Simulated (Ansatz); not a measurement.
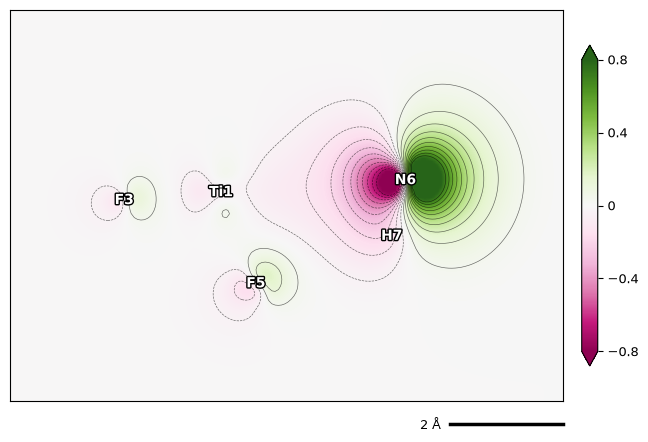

Figure. ClF$_{3}$Ti···NH$_{3}$. One frontier orbital on the plane of atoms F3, Ti1 and F5 (values in Å⁻³ᐟ²; the overall sign is arbitrary).

Not at a stationary point (largest force 1.6 eV/Å).

These are results of Ansatz, RKS PBE0-D4/def2-SVP, not measurements.

The calculation's input:

```
crystal:
  periodic: [false, false, false]
  atoms:
    - { symbol: Ti, position_ang: [0.0, 0.0, 0.0] }
    - { symbol: Cl, position_ang: [0.0, 0.0, 2.72] }
    - { symbol: F, position_ang: [1.7257, 0.0, -0.6094] }
    - { symbol: F, position_ang: [-0.8619, 1.4933, -0.6094] }
    - { symbol: F, position_ang: [-0.8619, -1.4933, -0.6094] }
    - { symbol: "N", position_ang: [-2.2396, 0.0, 0.7442] }
    - { symbol: H, position_ang: [-2.9597, -0.6071, 0.2579] }
    - { symbol: H, position_ang: [-2.5255, 0.6071, 1.5647] }
    - { symbol: H, position_ang: [-1.5408, 0.0, 1.9598] }
basis:
  gaussian: { orbitals: def2-SVP }
hamiltonian:
  xc: pbe0
  dispersion: d4
relax:
  f_tol: 0.15
  max_steps: 25
  restrain:
    - { distance: [0, 5], at: 3.26, k: 30.0 }
    - { distance: [8, 1], at: 2.57, k: 30.0 }
    - { distance: [0, 1], at: 2.37, k: 30.0 }
    - { distance: [8, 5], at: 1.06, k: 30.0 }
output:
  orbitals: {}
```

Launched as:

```sh
ansatz run input.yaml --threads 4 --pin off --max-ram 5120MiB --backend cpu --events-out ev --progress --plain --runs-dir out
```

The fields are those of the run's last geometry, not of the input's.

> Which orbital is it: HOMO or LUMO?

The HOMO, at −7.67 eV. By Hirshfeld shares it lies mainly on N6 (about 75 %); largely a lone pair of N6.
